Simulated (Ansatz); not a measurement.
**AlNi3 (Pm-3m): the Drude term of Re ε in the infrared**

Re ε of AlNi3 (Pm-3m) at low photon energies is read from one computed spectrum; the carriers' damping was typed as γ = 0.03 eV.

The structure is cubic, space group Pm-3m (No. 221). The conventional cell has a = 3.523 Å, b = 3.523 Å, c = 3.523 Å, α = 90.00°, β = 90.00°, γ = 90.00°. Ni on site c is surrounded by 8 Ni at 2.49 Å and 4 Al at 2.49 Å. Al on site a has 12 Ni at 2.49 Å as nearest neighbours.

Method: Ansatz 0.2.0, PBE, independent particles, k-mesh 10×10×10 with interpolation inside its cells, Gaussian parameter 0.15 eV.

Launch of the response step: `ansatz run input.yaml --threads 4 --pin off --max-ram 8192MiB --backend cpu --events-out ev --progress --plain --runs-dir out`. The run took 1.9 min, on 4 threads of Intel(R) Xeon(R) Processor @ 2.50GHz (Skylake/Cascade Lake), with other jobs on the host.

```tsv
photon energy E (eV)	wavelength (µm)	Re ε
0.25	4.96	-237.6
0.30	4.13	-146.7
0.35	3.54	?
0.40	3.10	-55.1
0.50	2.48	-17.9
0.60	2.07	-2.8
0.70	1.77	4.5
```

A Drude term over a constant background gives Re ε = ε_b − ωp²/(E² + γ²), linear in 1/(E² + γ²).

Working, on the rows shown:

| x = 1/(E² + γ²) (eV⁻²) | y = Re ε |
| --- | --- |
| 15.7729 | -237.6 |
| 11.0011 | -146.7 |
| 6.21504 | -55.1 |
| 3.98565 | -17.9 |
| 2.77085 | -2.8 |
| 2.03707 | 4.5 |

Means: x̄ = 6.9638, ȳ = -75.933. Σ(x − x̄)(y − ȳ) = -2601, Σ(x − x̄)² = 145.2. Slope = -2601 / 145.2 = -17.92; intercept = ȳ − slope · x̄ = 48.834. The line misses the rows shown by at most 7.8.

Problem. Fill in the last column of the withheld row.

Solution. At x = 8.1037 the line gives y = -96.358. The run gave -90.7, so the interpolation is off by 5.7, 2 % of the range in the table.

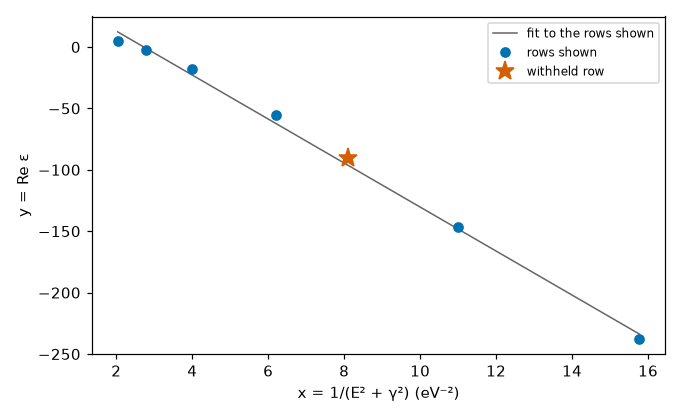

Refitted with all rows, the slope is -17.88 and the intercept 49.373. These give ωp = √(−slope) = 4.23 eV, against 4.34 eV from the program's Fermi-surface sum, and an intercept of 49.4. Taking the program's Drude term off the rows leaves 59 at the lowest energy and 43 at the highest, so the background isn't constant: interband transitions lie in or near the window, and neither fitted number can be trusted. The values come from a sum over the points of one k-mesh and carry its error, which is largest for Fermi-surface quantities.

[Logs are printed without paths, hosts, clocks, repeated set-up lines and the standing remarks that a program may print on its own settings, such as how far it seeks lower states.]
